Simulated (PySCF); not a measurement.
Molecule: Si(Et)2(OH)(OMe), SMILES CC[Si](O)(CC)OC (C₅H₁₄O₂Si). Atoms near the plane z = 1.5 Å, at the GFN2-xTB optimised geometry (x, y, z in Å): C1 (1.0, -1.5, 0.0), C2 (0.4, -0.1, 0.0), Si3 (-1.5, -0.1, 0.0), O4 (-2.1, 1.4, 0.0), O7 (-1.9, -0.7, 1.4), C8 (-3.1, -0.8, 2.1), H9 (0.7, -2.0, 0.9), H10 (2.1, -1.4, 0.0), H12 (0.8, 0.5, 0.9), H20 (-3.8, -1.5, 1.5), H21 (-3.0, -1.1, 3.1), H22 (-3.6, 0.2, 2.0).

Method: PBE0/def2-SVP (PySCF). Cells within 0.4 Å of a nucleus heavier than hydrogen are left out (blank, or x). The values are rescaled to run from 0 to 1.

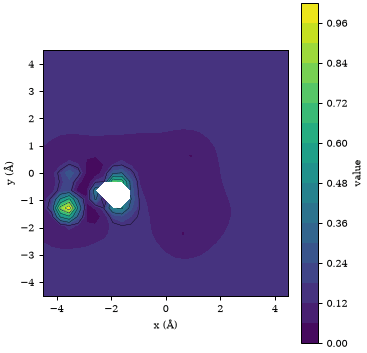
a field on the plane z = 1.5 Å.

Task: Which quantity is mapped?
(A) electron localisation function
(B) deformation density (molecule minus spherical neutral atoms)
(C) Laplacian of the electron density
(D) an orbital amplitude

Result: B, deformation density (molecule minus spherical neutral atoms). In full: deformation density (molecule minus spherical neutral atoms) (e/bohr³).
